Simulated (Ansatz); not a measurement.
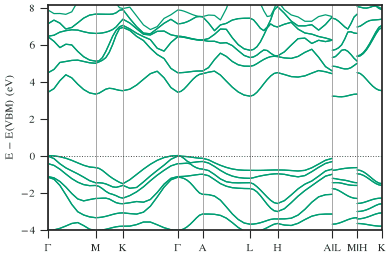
*Band structure from DFT-PBE+D3(BJ) with spin–orbit coupling in the program Ansatz with PAW potentials*

The gap is 3.15 eV; an edge lies off the plotted path or next to a special point (maximum at Γ, minimum off the standard path).

The material is MgI₂ (CdI2 type, P-3m1).

The PBE+D3(BJ) relaxation kept the symmetry of its start; phonons on a q-mesh show no instability.

Potentials: the later of the program's two PAW sets.
